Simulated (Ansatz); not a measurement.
**CuNi3N (Pm-3m): scan of the energy under strain in Python**

The task is a scan of the energy under strain, for CuNi3N (Pm-3m).

Computed with Ansatz 0.2.0 through its Python package. Level of theory: DFT PBEsol, plane waves, PAW.

## 1. The system

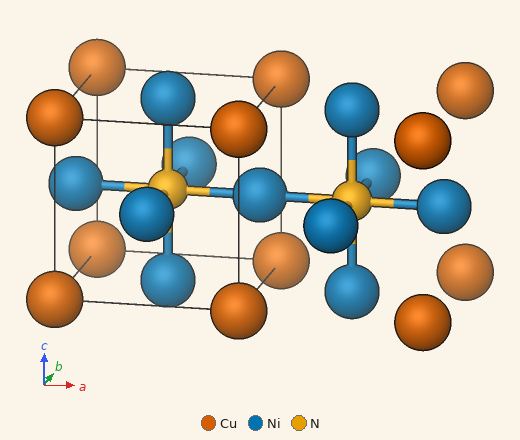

The starting structure, viewed slightly off an axis; copper orange, nickel blue, nitrogen amber. 2×1×1 cells are drawn. Atoms on cell faces are repeated.

The script holds or builds the structure itself.

## 2. Script

cuni3n.py

```python
# -*- coding: utf-8 -*-
import ansatz as az
import matplotlib.pyplot as plt
import numpy as np

VECTORS = np.array([
    [3.70212746, 0.0, 0.0],
    [0.0, 3.70212746, 0.0],
    [0.0, 0.0, 3.70212746],
])
SITES = [
    ("Cu", (0.0, 0.0, 0.0), 0.0),
    ("Ni", (0.0, 0.5, 0.5), 1.5),
    ("Ni", (0.5, 0.5, 0.0), 1.5),
    ("Ni", (0.5, 0.0, 0.5), 1.5),
    ("N", (0.5, 0.5, 0.5), 0.0),
]


def on_lattice(cell):
    crystal = az.Crystal(lattice=az.Lattice.of(cell))
    for symbol, position, moment in SITES:
        crystal = crystal.atom(symbol, position, moment=moment or None)
    return crystal


def main():
    values = np.linspace(-0.05, 0.05, 7)
    energies = []
    for d in values:
        strain = np.diag([d, d, 0])
        cell = VECTORS @ (np.eye(3) + strain)
        base = (
            on_lattice(cell).calculation()
            .functional("PBEsol")
            .spin("collinear")
            .basis(510)
            .occupations("Fermi-Dirac", width=0.05)
            .kpoints(9, 9, 9)
            .stress()
        )
        summary = base.run(threads=1, pin="off").report
        energies.append(summary["free_energy_ev"] / len(SITES))
        s = summary["stress_gpa"]
        print(f"d = {d:+.4f}  stress xx yy zz xy (GPa, compression positive): {s[0][0]:8.3f} {s[1][1]:8.3f} {s[2][2]:8.3f} {s[0][1]:8.3f}")
    energies = np.array(energies)

    for value, e in zip(values, energies):
        print(f"strain {value:7.3f}   E - Emin = {1000 * (e - energies.min()):9.3f} meV/atom")
    plt.figure(figsize=(4.5, 3))
    plt.plot(values, 1000 * (energies - energies.min()), "o-")
    plt.xlabel("strain")
    plt.ylabel("meV/atom")
    plt.tight_layout()
    plt.savefig("strain.png", dpi=100)
    curvature = 2 * np.polyfit(values, energies, 3)[1]
    volume = abs(np.linalg.det(VECTORS)) / len(SITES)
    print(f"d2E/dd2 over the volume: {curvature / volume * 160.21766:.1f} GPa")


if __name__ == "__main__":
    main()
```

## 3. What the engine is handed

The package turns the script's settings into the engine's input (first run):

```yaml
crystal:
  lattice:
    - [3.517021087, 0.0, 0.0]
    - [0.0, 3.517021087, 0.0]
    - [0.0, 0.0, 3.70212746]
  atoms:
    - { symbol: Cu, position: [0.0, 0.0, 0.0] }
    - { symbol: Ni, position: [0.0, 0.5, 0.5], spin: 1.5 }
    - { symbol: Ni, position: [0.5, 0.5, 0.0], spin: 1.5 }
    - { symbol: Ni, position: [0.5, 0.0, 0.5], spin: 1.5 }
    - { symbol: "N", position: [0.5, 0.5, 0.5] }
basis:
  ecutwfc: 510.0
kpoints:
  mp_grid:
    grid: [9, 9, 9]
hamiltonian:
  xc: pbesol
magnetization:
  spin_polarized: true
scf:
  occupations:
    method: fermi_dirac
    width: 0.05
output:
  stress: true
```

## 4. Running it

Command:

```bash
$ python cuni3n.py
```

Standard output:

```text
RunWarning: the starting moments were not kept: the SCF closed with an absolute magnetisation of 5.0e-6 μB, where they sum to 4.5 μB in size (3 sites). That is at most 0.1 of that sum. Measured as dr2_m measures the in/out step, that magnetisation stands 2.0e-11 eV from none, at or under the dr2_threshold of 1.0e-7 eV: it is no larger than a step whose dr2_m would equal this threshold. The system [...]
d = -0.0500  stress xx yy zz xy (GPa, compression positive):   32.279   32.279   13.428    0.000
d = -0.0333  stress xx yy zz xy (GPa, compression positive):   17.938   17.938    7.122    0.000
d = -0.0167  stress xx yy zz xy (GPa, compression positive):    6.253    6.253    1.607    0.000
d = +0.0000  stress xx yy zz xy (GPa, compression positive):   -3.213   -3.213   -3.213    0.000
d = +0.0167  stress xx yy zz xy (GPa, compression positive):  -10.823  -10.823   -7.411    0.000
d = +0.0333  stress xx yy zz xy (GPa, compression positive):  -16.890  -16.890  -11.052    0.000
d = +0.0500  stress xx yy zz xy (GPa, compression positive):  -21.676  -21.676  -14.210    0.000
strain  -0.050   E - Emin =    77.528 meV/atom
strain  -0.033   E - Emin =    27.257 meV/atom
strain  -0.017   E - Emin =     2.808 meV/atom
strain   0.000   E - Emin =     0.000 meV/atom
strain   0.017   E - Emin =    15.265 meV/atom
strain   0.033   E - Emin =    45.521 meV/atom
strain   0.050   E - Emin =    88.160 meV/atom
d2E/dd2 over the volume: 1047.7 GPa
```

(Warnings from the package without file and line, shortened, repeats left out.)

Run time: 6.9 min. Hardware: 1 thread of Arm Neoverse V1, shared host; peak memory 0.77 GiB.

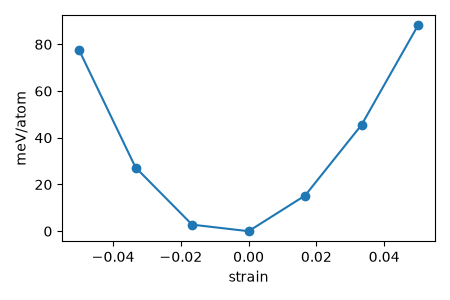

The script's own figure, strain.png.

## 5. Inputs of later runs

The engine's inputs for some of the other runs:

Run 2, against run 1:

```diff
@@ -3,2 +3,2 @@
-    - [3.517021087, 0.0, 0.0]
-    - [0.0, 3.517021087, 0.0]
+    - [3.578723211333333, 0.0, 0.0]
+    - [0.0, 3.578723211333333, 0.0]
```

Run 4, against run 1:

```diff
@@ -3,2 +3,2 @@
-    - [3.517021087, 0.0, 0.0]
-    - [0.0, 3.517021087, 0.0]
+    - [3.70212746, 0.0, 0.0]
+    - [0.0, 3.70212746, 0.0]
```

Run 7, against run 1:

```diff
@@ -3,2 +3,2 @@
-    - [3.517021087, 0.0, 0.0]
-    - [0.0, 3.517021087, 0.0]
+    - [3.887233833, 0.0, 0.0]
+    - [0.0, 3.887233833, 0.0]
```

## 6. What each run gave

One row for each of the 7 runs:

| run | strain | energy from run 4 (meV/atom) | pressure (GPa) | moment (μB/cell) | SCF cycles | CPU time (s) |
| --- | --- | --- | --- | --- | --- | --- |
| 1 | -0.050 | 77.53 | 26.00 | 0.00 | 18 | 54 |
| 2 | -0.033 | 27.26 | 14.33 | 0.00 | 20 | 64 |
| 3 | -0.017 | 2.81 | 4.70 | 0.00 | 20 | 64 |
| 4 | 0.000 | 0.00 | -3.21 | 0.00 | 19 | 30 |
| 5 | 0.017 | 15.27 | -9.69 | 0.20 | 21 | 69 |
| 6 | 0.033 | 45.52 | -14.94 | 0.33 | 20 | 67 |
| 7 | 0.050 | 88.16 | -19.19 | 0.40 | 19 | 64 |

Energies are free energies F = E - TS of the smeared occupations. 

## 7. Results

```
                  quantity           value
curvature under the strain      1047.7 GPa
             runs compared               7
           range of energy  88.16 meV/atom
      lowest point, strain           0.000
```

Against the unstrained cell the energy per atom changes by +77.53 meV at one end of the scan and +88.16 meV at the other, and its second derivative over the volume is 1047.7 GPa. Notes:
- The SCF didn't keep the moments it started from (some shrank, vanished or turned); what is printed is the state reached.
- The curvature belongs to this strain pattern and to the cell's stress; it equals a single elastic constant only for simple patterns.
- In a metal a curvature from energy changes of a few meV or less hangs on mesh and smearing, in size and even in sign.
- This cell is a computed structure, which may not be the phase found in nature.
- The ions keep their fractional positions (clamped ions). The starting moments were not kept in at least one run, so it stands on a weaker or other magnetic state than the one typed.
